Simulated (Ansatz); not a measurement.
## Electronic structure of H6O2Si2 in real space

```xyz
10

Si   -0.6757   -0.1591   -0.1876
Si    1.5872    0.5135   -0.0789
H    -1.1228   -0.4077   -1.6110
O    -1.5187    1.1028    0.5349
O    -0.9664   -1.5740    0.6912
H     2.0137    0.7322    1.3437
H     1.8112    1.7817   -0.8537
H     2.4608   -0.5554   -0.6769
H    -2.4704    0.9416    0.6796
H    -1.1189   -2.3756    0.1586
```

Theory: RKS BLYP/def2-SVP in Ansatz 0.2.0.

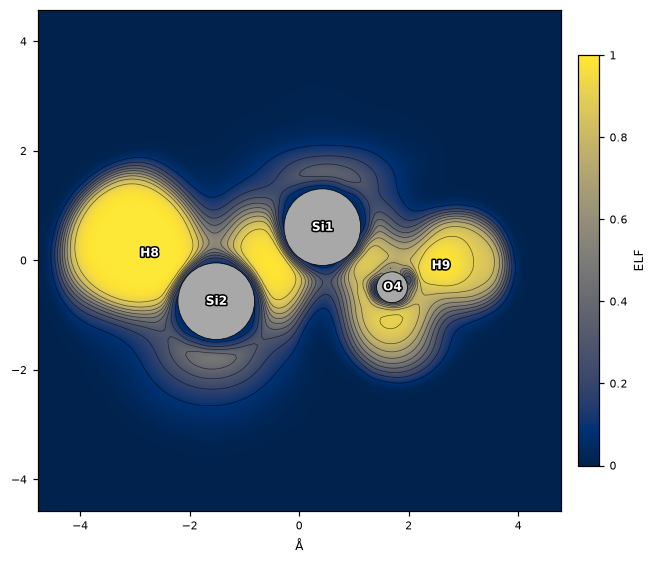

Figure 1. Electron localisation function on the plane of atoms Si1, Si2 and H8. Grey discs cover the atomic cores.

Question: What does the map show?

Answer: The plane passes through Si, O and H nuclei.
Si–O (1.68 Å): the ELF peaks at about 0.90 between the atoms (a polar covalent bond).
Si–Si (2.36 Å): the ELF peaks at about 1 between the atoms, as expected for a covalent bond.
O–H (0.98 Å): the ELF climbs to about 1 towards the hydrogen, as it does in any bond to H: an ordinary covalent bond to hydrogen.
Si–H (1.50 Å): the ELF climbs to about 1 towards the hydrogen.
The ELF also peaks beside O4, away from the bonds: lone-pair regions.

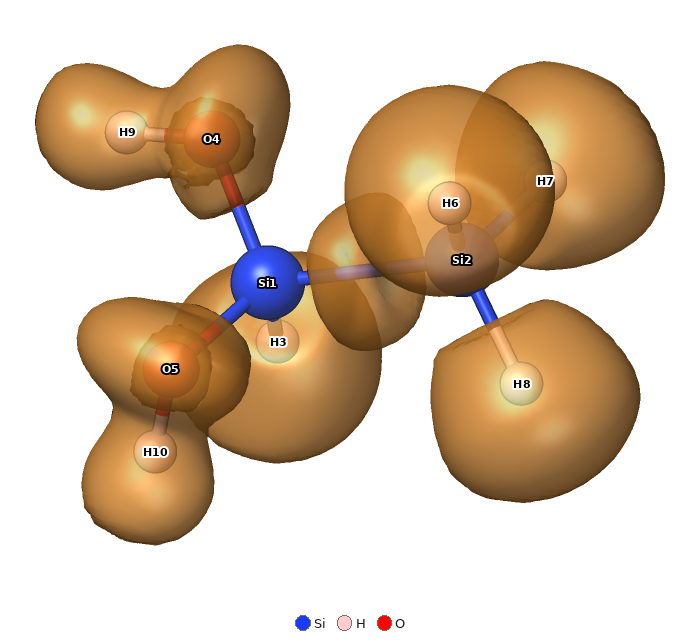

Figure 2. Isosurface of the electron localisation function at 0.75 (orange), seen at a tilt. Only the valence region is drawn (cores and ρ < 0.01 e/Å³ removed).

Question: What do the ELF domains correspond to?

Answer: At this value the surface marks out one region between bonded Si–Si atoms (shared pairs), four regions around hydrogen nuclei and two joined regions spread over several atoms (H, O), in which their bonds and any lone pairs are merged.

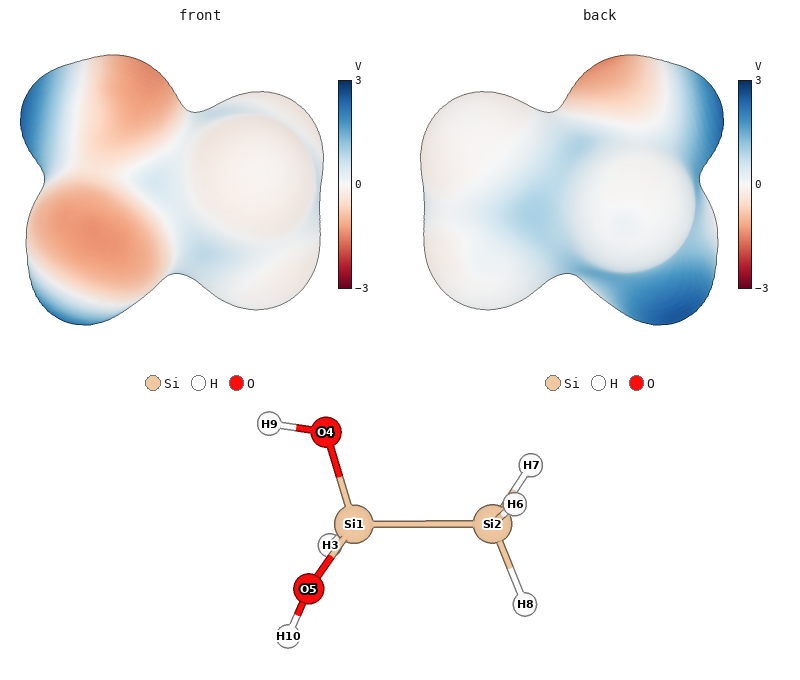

Figure 3. The molecular electrostatic potential painted on the density surface at 0.002 e/bohr³, seen from the front and from behind; the colour scale runs from red (negative) to blue (positive). The bare structure is drawn below in the same view.

Question: Describe the electrostatic potential map.

Answer: The most negative region (about −1.4 V, or −32 kcal/mol for a unit charge) lies over O4 and O5, the most positive (about +2.5 V, or +58 kcal/mol for a unit charge) over H10.
